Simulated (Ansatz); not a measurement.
A series of calculations on AlH$_{3}$SCl$_{2}$

## 1. Relaxation

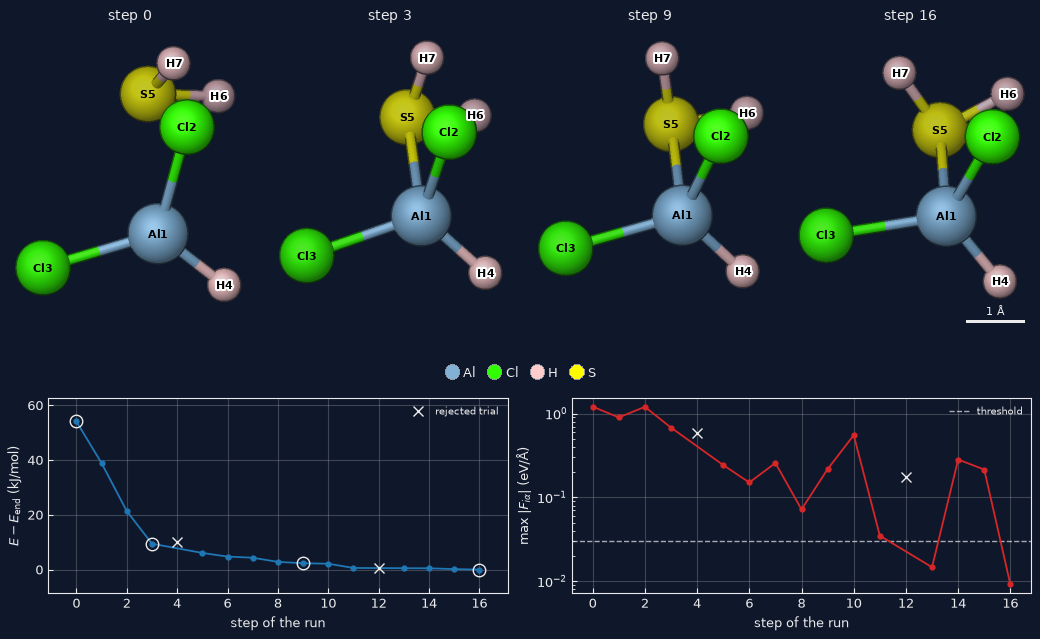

Frames of a relaxation of AlH3SCl2, marked on the history of the run. A ball-and-stick model, seen from a free direction.

The run prepares an end point of a later path (reaction) calculation, from a guessed geometry.

Level of theory: Ansatz 0.2.0, RKS BHLYP-D4/6-31G*. Set-up: no spin polarisation; force threshold 0.03 eV/Å; at most 50 steps.

What happens along the run?

Answer. Over 14 accepted moves (16 points after the start) the energy falls by 54.1 kJ/mol. Largest force component: 1.2 eV/Å at the start, 0.0092 eV/Å at the end. The line search rejected the trial steps at points 4, 12 of the run. The forces were under the threshold at step 13, but the run went on from there. The largest move after the best rigid fit is that of H7, 1.06 Å. By element the largest moves are H 1.06 Å, S 0.68 Å, Cl 0.58 Å, Al 0.42 Å. Some distances before and after: Al1–S5 3.448 → 2.521 Å, Al1–Cl2 2.192 → 2.123 Å, S5–H7 1.373 → 1.336 Å, Al1–Cl3 2.083 → 2.118 Å. New bonds form, among them: Al1–S5 (3.45 → 2.52 Å). Bond angles that change, for instance: Cl3–Al1–H4 123.4° → 120.0°, Cl2–Al1–Cl3 117.2° → 115.2°. The run took 43 s on 2 threads of Arm Neoverse V2, with other jobs on the host, peak memory 0.17 GiB. From step 0 to 3: S5 moves most (0.51 Å), energy −44.6 kJ/mol. From step 3 to 9: H7 moves most (0.47 Å), energy −7.13 kJ/mol. From step 9 to 16: H7 moves most (0.46 Å), energy −2.34 kJ/mol.

Limits of the set-up: the start holds two separate molecules, 2.6 Å apart at their closest, whose relative position is a soft coordinate.

## 2. Relaxation

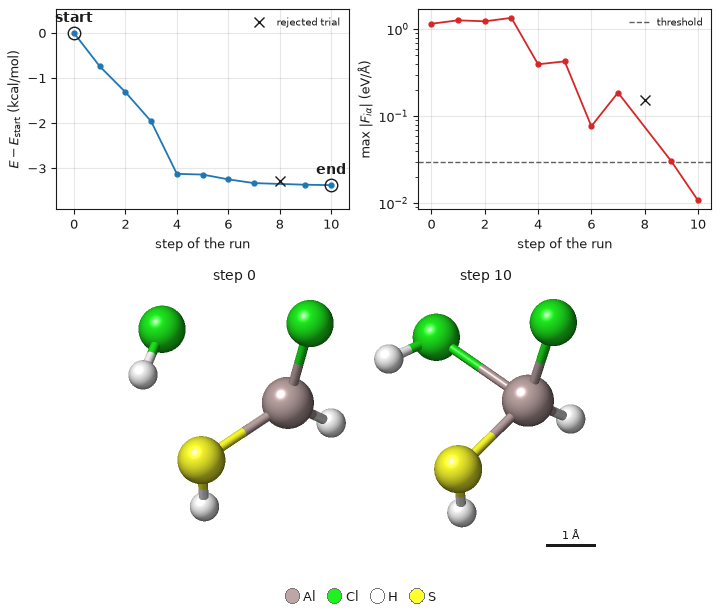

First and last geometry of a relaxation of AlH$_{3}$SCl$_{2}$, with the history of the run. Style: ball-and-stick. Shown at a tilt.

The run prepares an end point of a later path (reaction) calculation, from a guessed geometry.

The calculation used Ansatz, RKS BHLYP-D4/6-31G*.

Input file:
```yaml
crystal:
  periodic: [false, false, false]
  atoms:
    - { symbol: Al, position_ang: [0.152382, -0.600306, -0.522351] }
    - { symbol: Cl, position_ang: [0.059733, 0.016895, 2.846723] }
    - { symbol: Cl, position_ang: [1.874115, 0.517471, -0.905496] }
    - { symbol: H, position_ang: [-1.277814, -0.1085, -0.91882] }
    - { symbol: S, position_ang: [0.570746, -2.621663, 0.349989] }
    - { symbol: H, position_ang: [-0.696872, -3.051151, 0.37888] }
    - { symbol: H, position_ang: [0.42131, -1.225046, 2.538975] }
basis:
  gaussian: { orbitals: "6-31G*" }
hamiltonian:
  xc: { name: BHLYP }
  dispersion: d4
relax:
  f_tol: 0.03
  max_steps: 50
```

Command:
```bash
ansatz run input.yaml --threads 2 --pin off --max-ram 3072MiB --backend cpu --events-out ev --progress --plain --runs-dir out
```

### Read the history and describe the run.

It converged. Over 9 accepted moves (10 points after the start) the energy falls by 3.37 kcal/mol. The largest force component goes from 1.2 to 0.011 eV/Å. The line search rejected the trial step at point 8 of the run. The atom that moves furthest after the best rigid fit is Cl2 (0.52 Å). By element the largest moves are Cl 0.52 Å, H 0.35 Å, S 0.25 Å, Al 0.24 Å. Near-neighbour distances that change, for instance: Al1–Cl2 3.426 → 2.721 Å, Cl2–H7 1.330 → 1.281 Å, Al1–S5 2.241 → 2.197 Å, Al1–Cl3 2.088 → 2.105 Å. Cost: 29 s on 2 threads of Arm Neoverse V2, with other jobs on the host, peak memory 0.17 GiB.

Limits of the set-up: the start holds two separate molecules, 2.6 Å apart at their closest, whose relative position is a soft coordinate.

## 3. Path

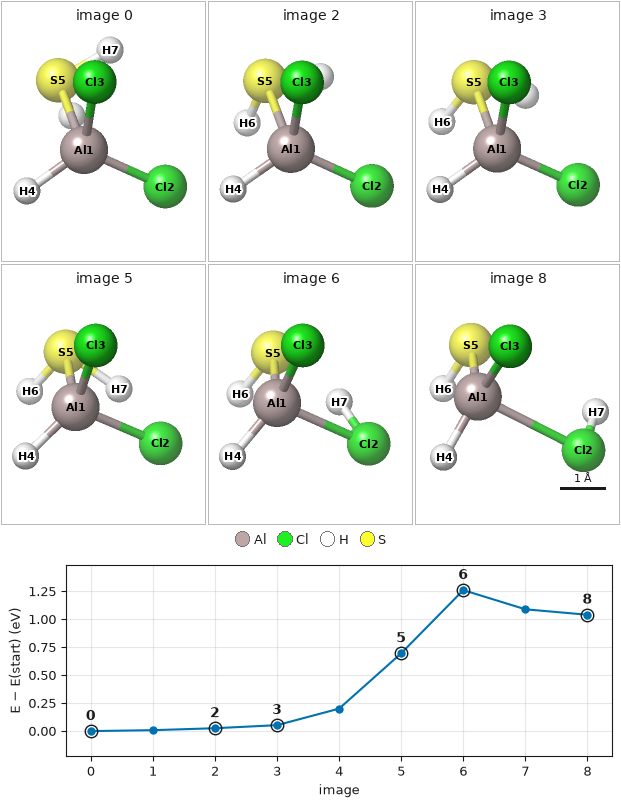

A search for the minimum-energy path of AlH$_{3}$SCl$_{2}$ by the nudged elastic band. Images are numbered from 0 (start) to 8 (end). A ball-and-stick model, seen from a free direction.

Computed with RKS BHLYP-D4/6-31G* in Ansatz. Set-up: 7 movable images; climbing image; force threshold 0.05 eV/Å; iteration limit 60; starting path through a guess of the saddle point.

Q: What happens along the path, and what is the barrier?

A: A hydrogen atom shifts from one atom to another. Breaking: S5–H7 (1.34 → 1.84 at the top → 3.15 Å). Forming: Cl2–H7 (3.48 → 1.45 at the top → 1.28 Å). The highest point, image 6, lies 1.26 eV above the start and 0.22 eV above the end; the end is at +1.04 eV relative to the start. The band converged in 13 iterations. The largest component of the band force went from 11 to 0.028 eV/Å. The climbing image converged on the top of the path. Its vibrational analysis gives one imaginary mode (709i cm⁻¹), as a transition state must have.

Cost: 3.7 min on 2 threads of Arm Neoverse V2, with other jobs on the host, peak memory 0.17 GiB.
